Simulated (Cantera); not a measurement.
Feed: 1 mol Al2O3, 0.15 mol N2, held at 2425 K.

Equilibrium computed with Cantera from the NASA thermochemical tables; the gas is ideal and each condensed phase is pure. Candidate condensed phases: Al, AlN, Al2O3; 16 gas species. Kinetics and transport are ignored.

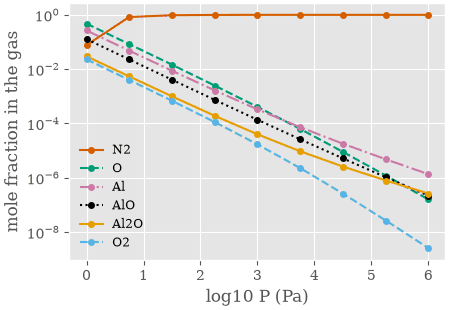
Fig. 1. Equilibrium gas composition (values under 1e-9 drawn at 1e-9)

Q: Read off the mole fractions at 10.0 mbar.

A: N2 about 1.00, O about 0.00041, Al about 0.00033, AlO about 0.00014, Al2O about 4.0e-5, O2 about 1.7e-5.
